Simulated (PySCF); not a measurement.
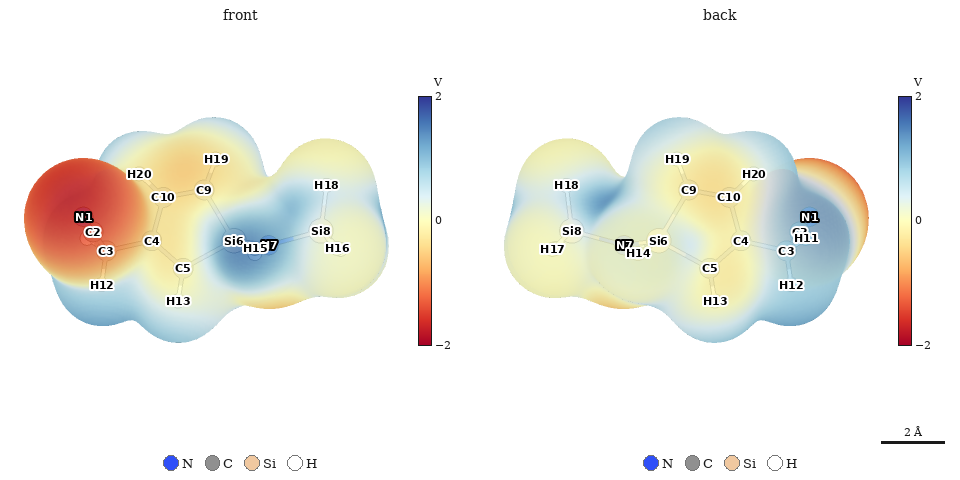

C6H10N2Si2. The molecular electrostatic potential painted on the density surface at 0.001 e/bohr³, seen from the front and from behind; red is negative and blue positive.

Geometry: GFN2-xTB.

Level of theory: PBE0/pcSseg-1, SCF density, gas phase, non-relativistic (PySCF 2.14.0).

```csv
atom,x (Å),y (Å),z (Å)
N,4.0119,-0.4112,-1.6752
C,3.5669,-0.5473,-0.6310
C,2.9762,-0.7119,0.6737
C,1.5401,-0.2517,0.6323
C,0.4725,-1.0498,0.7325
Si,-1.0973,-0.0091,0.6224
N,-2.0865,-0.4976,-0.7085
Si,-3.6998,0.0119,-1.0906
C,-0.0204,1.5292,0.3936
C,1.2658,1.1726,0.4370
H,3.5484,-0.1123,1.3894
H,3.0400,-1.7659,0.9581
H,0.5623,-2.1130,0.8795
H,-1.9094,0.0242,1.8368
H,-1.5765,-0.9001,-1.4792
H,-4.1418,-0.8794,-2.1623
H,-4.4823,-0.1458,0.1327
H,-3.7498,1.4100,-1.5315
H,-0.3233,2.5537,0.2555
H,2.0978,1.8563,0.3317
```

Question: Describe the electrostatic potential map.

Answer: The most negative region (about −1.7 V) lies over N1, the most positive (about +1.4 V) over H15. N1 is the likeliest acceptor of a hydrogen bond.
